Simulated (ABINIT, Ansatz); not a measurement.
**How the form of the self-energy moves the gap of Sr2H6Os (Fm-3m)**

Wanted: the gap of Sr2H6Os (Fm-3m) under several approximations, with cost.

Main program and level: ABINIT 10.8.3; PBEsol and many-body steps on it, plane waves.

## Step 1: The starting structure

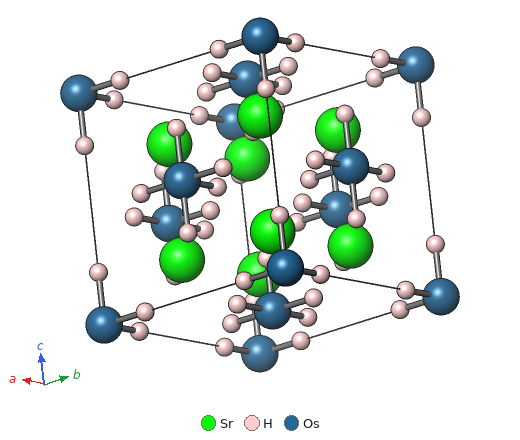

The starting structure, seen from a free direction (strontium green, hydrogen pink, osmium blue). This picture shows the conventional cell, with its axes. Some periodic images of atoms are drawn too.

The cell and positions are those that the Materials Project relaxed with its own functionals (PBE, PBE+U or r2SCAN), kept fixed. Spin-orbit coupling is left out unless a step names it.

## Step 2: Empty states on the mesh, 2×2×2 mesh, 221 bands

This step: ABINIT 10.8.3; DFT, PBEsol, plane waves, norm-conserving pseudopotentials.

The sums over transitions need many empty states on a uniform mesh; this step solves for them.

File run.abi:

```
acell 3*1.0 Angstrom
rprim 
  -0.000000000000 3.812277830000 3.812277830000
  3.812277830000 -0.000000000000 3.812277830000
  3.812277830000 3.812277830000 0.000000000000
ntypat 3
znucl 38 1 76
natom 9
typat 1 1 2 2 2 2 2 2 3
xred 
  0.750000000000 0.750000000000 0.750000000000
  0.250000000000 0.250000000000 0.250000000000
  0.773847590000 0.773847590000 0.226152410000
  0.226152410000 0.773847590000 0.226152410000
  0.773847590000 0.226152410000 0.226152410000
  0.226152410000 0.226152410000 0.773847590000
  0.773847590000 0.226152410000 0.773847590000
  0.226152410000 0.773847590000 0.773847590000
  0.000000000000 0.000000000000 0.000000000000
pp_dirpath "pseudos"
pseudos "Sr.upf, H.upf, Os.upf"
ecut 33
ngkpt 2 2 2
nshiftk 1
shiftk 0 0 0
kptopt 1
chksymbreak 0
iscf -2
irdden 1
istwfk *1
nband 221
nbdbuf 20
tolwfr 1e-09
nstep 60
prtvol 0
indata_prefix "in"
outdata_prefix "out"
tmpdata_prefix "tmp"
```

Command:

```sh
$ OMP_NUM_THREADS=1 mpirun -n 4 abinit run.abi > log
```

Numbers of over 12 decimals in the logs are rounded to 6 here.

Log:

```text
.Version 10.8.3 of ABINIT. v10.8.2 released Aug 2026.

 Symmetries : space group Fm -3 m (#225); Bravais cF (face-center cubic)
[... echo of the input left out ...]
== DATASET  1 ==================================================================
-   mpi_nproc: 4, omp_nthreads: 1 (-1 if OMP is not activated)
-    --> not optimal distribution: autoparal keyword recommended in input file <--

--- !DatasetInfo
iteration_state: {dtset: 1, }
dimensions: {natom: 9, nkpt: 3, mband: 221, nsppol: 1, nspinor: 1, nspden: 1, mpw: 6855, }
cutoff_energies: {ecut:  33.0, pawecutdg:  -1.0, }
[...]
2.83432    2.85071    2.85071    2.85071    2.87997    2.87997    2.87997    2.93690
   2.93690    2.93938    2.93938    2.93938    2.96486    2.98744    2.98744    2.98744
   2.99904    3.04010    3.04013    3.10122    3.10482
 prteigrs : prtvol=0 or 1, do not print more k-points.

== END DATASET(S) ==============================================================
================================================================================

 -outvars: echo values of variables after computation  --------
            nband         221
             nkpt           3
          spgroup         225
 [... the other variables as echoed above ...]

 Calculation completed.
```

Wall time 61 s (4 MPI ranks of Arm Neoverse V2, shared host); peak memory 0.42 GiB.

Numbers from this step:

```
gap                                                           : 2.319 eV
k of the valence top                                          : 0, 0, 0
k of the conduction bottom                                    : 0.5, 0.5, 0
least direct gap                                              : 2.383 eV
k points computed                                             : 3
lowest point of the top converged band, above the valence top : 70.4247 eV
```

On this mesh the gap is 2.319 eV.

The density comes from a self-consistent run that is not shown.

## Step 3: Screening, 2×2×2 mesh, 94 bands, screening to 114.3 eV

The RPA dielectric matrix is built and inverted for each q.

This step: RPA screening on PBEsol, plane waves, norm-conserving pseudopotentials.

run.abi, as its differences from that of step 2:

```diff
@@ -27,10 +27,11 @@
 chksymbreak 0
-iscf -2
-irdden 1
 istwfk *1
-nband 221
-nbdbuf 20
-tolwfr 1e-09
-nstep 60
-prtvol 0
+occopt 1
+irdwfk 1
+optdriver 3
+nband 94
+ecuteps 4.2
+inclvkb 2
+awtr 1
+symchi 1
 indata_prefix "in"
```

Log:

```text
.Version 10.8.3 of ABINIT. v10.8.2 released Aug 2026.

 Symmetries : space group Fm -3 m (#225); Bravais cF (face-center cubic)
[... echo of the input left out ...]
== DATASET  1 ==================================================================
-   mpi_nproc: 4, omp_nthreads: 1 (-1 if OMP is not activated)

--- !DatasetInfo
iteration_state: {dtset: 1, }
dimensions: {natom: 9, nkpt: 3, mband: 94, nsppol: 1, nspinor: 1, nspden: 1, mpw: 6855, }
cutoff_energies: {ecut:  33.0, pawecutdg:  -1.0, }
electrons: {nelect:   4.20000000E+01, charge:   0.00000000E+00, occopt:   1.00000000E+00, tsmear:   1.00000000E-02, }

 SCREENING: Calculation of the susceptibility and dielectric matrices

 Based on a program developped by R.W. Godby, V. Olevano, G. Onida, and L. Reining.
 Incorporated in ABINIT by V. Olevano, G.-M. Rignanese, and M. Torrent.
.Using double precision arithmetic ; gwpc =  8

[... cell and pseudopotentials left out ...]
--------------------------------------------------------------------------------

 ==== K-mesh for the wavefunctions ====
 Number of points in the irreducible wedge :     3
[... list of points left out ...]
 Together with 48 symmetry operations and time-reversal symmetry
 yields     8 points in the full Brillouin Zone.

 ==== Q-mesh for the screening function ====
 Number of points in the irreducible wedge :     3
[... list of points left out ...]
 Together with 48 symmetry operations and time-reversal symmetry
 yields     8 points in the full Brillouin Zone.

 setmesh: FFT mesh size selected  =    36x   36x   36
          total number of points  =        46656

 vcoul_init : cutoff-mode = AUXILIARY_FUNCTION
 q-points for optical limit:   1
     1)      0.000010    0.000020    0.000030

- screening: taking advantage of time-reversal symmetry
- Maximum band index for partially occupied states nbvw = 21
- Remaining bands to be divided among processors   nbcw = 73
- Number of bands treated by each node ~18

 Number of electrons calculated from density =   42.0000; Expected =   42.0000
 average of density, n =  0.056165
 r_s =    1.6199
 omega_plasma =   22.8607 [eV]

 calculating chi0 at frequencies [eV] :
  1    0.000000E+00    0.000000E+00
  2    0.000000E+00    2.286073E+01

--------------------------------------------------------------------------------
  q-point number  1        q = ( 0.000000, 0.000000, 0.000000) [r.l.u.]
--------------------------------------------------------------------------------
[... chi0 elements left out ...]
 For q-point:  0.000010 0.000020 0.000030
  dielectric constant =   4.3485
  dielectric constant without local fields =   5.3294

  Average fulfillment of the sum rule on Im[epsilon] for q-point    1 :     61.96  [%]
[... wings left out ...]
  q-point number  2        q = ( 0.500000, 0.000000, 0.000000) [r.l.u.]
--------------------------------------------------------------------------------
[... chi0 elements left out ...]
  Average fulfillment of the sum rule on Im[epsilon] for q-point    2 :     70.52  [%]

 [... 1 further q-points ...]
```

The job ended after 12 s (4 MPI ranks; peak memory 1.2 GiB).

This step gave:

```
ε∞ with local fields, on this mesh, along the program's q direction : 4.348
the same without local fields                                       : 5.329
plasma frequency                                                    : 22.86 eV
plane waves in the screening matrix                                 : 331
```

Local fields lower ε∞ by 18 %. On a Γ-centred mesh this coarse the value itself is usually too large, while a short band sum pulls it down.

## Step 4: G0W0, Godby-Needs plasmon pole

The self-energy is evaluated for the states that the input lists, and the levels follow from it, in one-shot runs by the linearised quasiparticle equation.

This step: G0W0 on PBEsol, plane waves, norm-conserving pseudopotentials.

run.abi, as its differences from that of step 3:

```diff
@@ -30,8 +30,17 @@
 irdwfk 1
-optdriver 3
+optdriver 4
 nband 94
+gwcalctyp 0
+ecutsigx 33
+symsigma 1
+nkptgw 2
+kptgw 
+  0.0000000000 0.0000000000 0.0000000000
+  0.5000000000 0.5000000000 0.0000000000
+bdgw 
+  19 24
+  20 23
 ecuteps 4.2
-inclvkb 2
-awtr 1
-symchi 1
+irdscr 1
+ppmodel 1
 indata_prefix "in"
```

Log:

```text
.Version 10.8.3 of ABINIT. v10.8.2 released Aug 2026.

 Symmetries : space group Fm -3 m (#225); Bravais cF (face-center cubic)
[... echo of the input left out ...]
== DATASET  1 ==================================================================
-   mpi_nproc: 4, omp_nthreads: 1 (-1 if OMP is not activated)

--- !DatasetInfo
iteration_state: {dtset: 1, }
dimensions: {natom: 9, nkpt: 3, mband: 94, nsppol: 1, nspinor: 1, nspden: 1, mpw: 6855, }
cutoff_energies: {ecut:  33.0, pawecutdg:  -1.0, }
electrons: {nelect:   4.20000000E+01, charge:   0.00000000E+00, occopt:   1.00000000E+00, tsmear:   1.00000000E-02, }

 SIGMA: Calculation of the GW corrections

 Based on a program developped by R.W. Godby, V. Olevano, G. Onida, and L. Reining.
 Incorporated in ABINIT by V. Olevano, G.-M. Rignanese, and M. Torrent.
.Using double precision arithmetic ; gwpc =  8

[... cell and pseudopotentials left out ...]
--------------------------------------------------------------------------------

 ==== K-mesh for the wavefunctions ====
 Number of points in the irreducible wedge :     3
[... list of points left out ...]
 Together with 48 symmetry operations and time-reversal symmetry
 yields     8 points in the full Brillouin Zone.

 ==== Q-mesh for screening function ====
 Number of points in the irreducible wedge :     3
[... list of points left out ...]
 Together with 48 symmetry operations and time-reversal symmetry
 yields     8 points in the full Brillouin Zone.

 vcoul_init : cutoff-mode = AUXILIARY_FUNCTION
 q-points for optical limit:   1
     1)      0.000010    0.000020    0.000030
 setmesh: FFT mesh size selected  =    54x   54x   54
          total number of points  =       157464

 Number of electrons calculated from density =   42.0000; Expected =   42.0000
 average of density, n =  0.056165
 r_s =    1.6199
 omega_plasma =   22.8607 [eV]

 === KS Band Gaps ===
  >>>> For spin  1
   Minimum direct gap =   2.3825 [eV], located at k-point      :   0.5000  0.5000  0.0000
   Fundamental gap    =   2.3194 [eV], Top of valence bands at :   0.0000  0.0000  0.0000
                                       Bottom of conduction at :   0.5000  0.5000  0.0000
 SIGMA fundamental parameters:
 PLASMON POLE MODEL  1
 number of plane-waves for SigmaX                 6855
 number of plane-waves for SigmaC and W            331
 number of plane-waves for wavefunctions          6855
 number of bands                                    94
 number of independent spin polarizations            1
 number of spinorial components                      1
 number of k-points in IBZ                           3
 number of q-points in IBZ                           3
 number of symmetry operations                      48
 number of k-points in BZ                            8
 number of q-points in BZ                            8
 number of frequencies for dSigma/dE                 9
 frequency step for dSigma/dE [eV]                0.25
 number of omega for Sigma on real axis              0
 max omega for Sigma on real axis  [eV]           0.00
 zcut for avoiding poles [eV]                     0.10

 EPSILON^-1 parameters (SCR file):
 dimension of the eps^-1 matrix on file            331
 dimension of the eps^-1 matrix used               331
 number of plane-waves for wavefunctions          6855
 number of bands                                    94
 number of q-points in IBZ                           3
 number of frequencies                               2
 number of real frequencies                          1
 number of imag frequencies                          1

 matrix elements of self-energy operator (all in [eV])

 Perturbative Calculation

--- !SelfEnergy_ee
iteration_state: {dtset: 1, }
kpoint     : [   0.000,    0.000,    0.000, ]
spin       : 1
KS_gap     :    3.883
QP_gap     :    4.637
Delta_QP_KS:    0.754
data: !SigmaeeData |
     Band     E0 <VxcDFT>   SigX SigC(E0)      Z dSigC/dE  Sig(E)    E-E0       E
       19   5.036 -16.892 -19.628   3.157   0.797  -0.255 -16.556   0.336   5.372
       20   5.036 -16.892 -19.628   3.157   0.797  -0.255 -16.556   0.336   5.372
       21   5.036 -16.892 -19.628   3.157   0.797  -0.255 -16.556   0.336   5.372
       22   8.920  -8.754  -4.160  -3.305   0.845  -0.183  -7.665   1.090  10.009
       23   9.060 -12.841  -7.177  -3.506   0.828  -0.207 -11.053   1.787  10.848
       24   9.060 -12.841  -7.177  -3.506   0.828  -0.207 -11.053   1.787  10.848

--- !SelfEnergy_ee
iteration_state: {dtset: 1, }
kpoint     : [   0.500,    0.500,    0.000, ]
spin       : 1
KS_gap     :    2.382
QP_gap     :    3.501
Delta_QP_KS:    1.119
data: !SigmaeeData |
     Band     E0 <VxcDFT>   SigX SigC(E0)      Z dSigC/dE  Sig(E)    E-E0       E
       20   4.973 -16.775 -19.449   3.128   0.796  -0.256 -16.414   0.362   5.335
       21   4.973 -16.775 -19.449   3.128   0.796  -0.256 -16.414   0.362   5.335
       22   7.355 -12.473  -7.761  -2.936   0.834  -0.199 -10.992   1.481   8.836
       23   8.369  -9.944  -4.811  -3.451   0.842  -0.188  -8.528   1.416   9.784

== END DATASET(S) ==============================================================
================================================================================

 -outvars: echo values of variables after computation  --------
           etotal      0.0000000000E+00
            nband          94
             nkpt           3
          spgroup         225
 [... the other variables as echoed above ...]

 Calculation completed.
```

Elapsed: 7.1 s, on 4 MPI ranks; peak memory 1 GiB.

Numbers from this step:

| Quantity | Value |
| --- | --- |
| G0W0 gap on the points computed | 3.464 eV |
| starting gap on the mesh | 2.319 eV |
| k of the valence top | 0, 0, 0 |
| k of the conduction bottom | 0.5, 0.5, 0 |
| Z at the valence top | 0.797 |
| Z at the conduction bottom | 0.834 |
| least direct G0W0 gap on the computed points | 3.501 eV |

The gap on the mesh goes from 2.32 eV to 3.46 eV, a correction of +1.14 eV.

## Step 5: G0W0, Engel-Farid plasmon pole

run.abi, as its differences from that of step 4:

```diff
@@ -44,3 +44,3 @@
 irdscr 1
-ppmodel 1
+ppmodel 4
 indata_prefix "in"
```

Log:

```text
.Version 10.8.3 of ABINIT. v10.8.2 released Aug 2026.

 Symmetries : space group Fm -3 m (#225); Bravais cF (face-center cubic)
[... echo of the input left out ...]
== DATASET  1 ==================================================================
-   mpi_nproc: 4, omp_nthreads: 1 (-1 if OMP is not activated)

--- !DatasetInfo
iteration_state: {dtset: 1, }
dimensions: {natom: 9, nkpt: 3, mband: 94, nsppol: 1, nspinor: 1, nspden: 1, mpw: 6855, }
cutoff_energies: {ecut:  33.0, pawecutdg:  -1.0, }
electrons: {nelect:   4.20000000E+01, charge:   0.00000000E+00, occopt:   1.00000000E+00, tsmear:   1.00000000E-02, }

 SIGMA: Calculation of the GW corrections

 Based on a program developped by R.W. Godby, V. Olevano, G. Onida, and L. Reining.
 Incorporated in ABINIT by V. Olevano, G.-M. Rignanese, and M. Torrent.
.Using double precision arithmetic ; gwpc =  8

[... cell and pseudopotentials left out ...]
--------------------------------------------------------------------------------

 ==== K-mesh for the wavefunctions ====
 Number of points in the irreducible wedge :     3
[... list of points left out ...]
 Together with 48 symmetry operations and time-reversal symmetry
 yields     8 points in the full Brillouin Zone.

 ==== Q-mesh for screening function ====
 Number of points in the irreducible wedge :     3
[... list of points left out ...]
 Together with 48 symmetry operations and time-reversal symmetry
 yields     8 points in the full Brillouin Zone.

 vcoul_init : cutoff-mode = AUXILIARY_FUNCTION
 q-points for optical limit:   1
     1)      0.000010    0.000020    0.000030
 setmesh: FFT mesh size selected  =    54x   54x   54
          total number of points  =       157464

 Number of electrons calculated from density =   42.0000; Expected =   42.0000
[...]
number of omega for Sigma on real axis              0
 max omega for Sigma on real axis  [eV]           0.00
 zcut for avoiding poles [eV]                     0.10

 EPSILON^-1 parameters (SCR file):
 dimension of the eps^-1 matrix on file            331
 dimension of the eps^-1 matrix used               331
 number of plane-waves for wavefunctions          6855
 number of bands                                    94
 number of q-points in IBZ                           3
 number of frequencies                               2
 number of real frequencies                          1
 number of imag frequencies                          1

 matrix elements of self-energy operator (all in [eV])

 Perturbative Calculation

--- !SelfEnergy_ee
iteration_state: {dtset: 1, }
kpoint     : [   0.000,    0.000,    0.000, ]
spin       : 1
KS_gap     :    3.883
QP_gap     :    4.596
Delta_QP_KS:    0.713
data: !SigmaeeData |
     Band     E0 <VxcDFT>   SigX SigC(E0)      Z dSigC/dE  Sig(E)    E-E0       E
       19   5.036 -16.892 -19.628   3.116   0.810  -0.235 -16.584   0.308   5.344
       20   5.036 -16.892 -19.628   3.116   0.810  -0.235 -16.584   0.308   5.344
       21   5.036 -16.892 -19.628   3.116   0.810  -0.235 -16.584   0.308   5.344
[...]
--- !SelfEnergy_ee
iteration_state: {dtset: 1, }
kpoint     : [   0.500,    0.500,    0.000, ]
spin       : 1
KS_gap     :    2.382
QP_gap     :    3.541
Delta_QP_KS:    1.158
data: !SigmaeeData |
     Band     E0 <VxcDFT>   SigX SigC(E0)      Z dSigC/dE  Sig(E)    E-E0       E
[...]
22   7.355 -12.473  -7.761  -2.942   0.842  -0.188 -10.983   1.489   8.845
       23   8.369  -9.944  -4.811  -3.505   0.849  -0.177  -8.562   1.383   9.751

== END DATASET(S) ==============================================================
================================================================================

 -outvars: echo values of variables after computation  --------
           etotal      0.0000000000E+00
            nband          94
             nkpt           3
          spgroup         225
 [... the other variables as echoed above ...]

 Calculation completed.
```

It took 5.2 s on 4 MPI ranks; peak memory 0.79 GiB; 20 s of CPU time.

Numbers from this step:

* G0W0 gap on the points computed: 3.501 eV
* starting gap on the mesh: 2.319 eV
* k of the valence top: 0, 0, 0
* k of the conduction bottom: 0.5, 0.5, 0
* Z at the valence top: 0.81
* Z at the conduction bottom: 0.842
* least direct G0W0 gap on the computed points: 3.541 eV

Against G0W0 in ABINIT (2×2×2 mesh, 94 bands, screening to 114.3 eV, Godby-Needs plasmon pole), the gap moves by +0.037 eV.

## Step 6: G0W0, von der Linden-Horsch plasmon pole

run.abi, as its differences from that of step 5:

```diff
@@ -44,3 +44,3 @@
 irdscr 1
-ppmodel 4
+ppmodel 3
 indata_prefix "in"
```

Log:

```text
.Version 10.8.3 of ABINIT. v10.8.2 released Aug 2026.

 Symmetries : space group Fm -3 m (#225); Bravais cF (face-center cubic)
[... echo of the input left out ...]
== DATASET  1 ==================================================================
-   mpi_nproc: 4, omp_nthreads: 1 (-1 if OMP is not activated)

--- !DatasetInfo
iteration_state: {dtset: 1, }
dimensions: {natom: 9, nkpt: 3, mband: 94, nsppol: 1, nspinor: 1, nspden: 1, mpw: 6855, }
cutoff_energies: {ecut:  33.0, pawecutdg:  -1.0, }
[...]
Band     E0 <VxcDFT>   SigX SigC(E0)      Z dSigC/dE  Sig(E)    E-E0       E
[...]
22   7.355 -12.473  -7.761  -3.109   0.879  -0.137 -11.063   1.410   8.765
       23   8.369  -9.944  -4.811  -3.680   0.885  -0.129  -8.658   1.286   9.655

== END DATASET(S) ==============================================================
================================================================================

 -outvars: echo values of variables after computation  --------
           etotal      0.0000000000E+00
            nband          94
             nkpt           3
          spgroup         225
 [... the other variables as echoed above ...]

 Calculation completed.
```

The job ended after 5.7 s (4 MPI ranks; peak memory 0.78 GiB).

Numbers from this step:

* G0W0 gap on the points computed: 3.506 eV
* starting gap on the mesh: 2.319 eV
* k of the valence top: 0, 0, 0
* k of the conduction bottom: 0.5, 0.5, 0
* least direct G0W0 gap on the computed points: 3.551 eV

Against G0W0 in ABINIT (2×2×2 mesh, 94 bands, screening to 114.3 eV, Godby-Needs plasmon pole), the gap moves by +0.042 eV.

(Continued in part 2 of 2.)

[Paths, hosts, dates, memory and timing lines, banners, echoed tables and standing remarks are left out of the program output.]

[Logs are printed without paths, hosts, clocks, repeated set-up lines and the standing remarks that a program may print on its own settings, such as how far it seeks lower states.]

[Runs of the session that timed out or met a known fault of the program may be left out.]

[Hosts, paths, dates, database ids (printed as entryN), source tags and the programs' standing remarks are cut or masked in the printed files.]

[G0W0 gaps are taken among the corrected bands and points alone; a level outside them can change the order at an edge.]

[Where Ansatz stands beside ABINIT at settings called matched, ABINIT's density can come from a denser mesh and the files from another edition; pairs whose starting gaps differed by over 0.03 eV were left out, so agreement reads better than it is.]
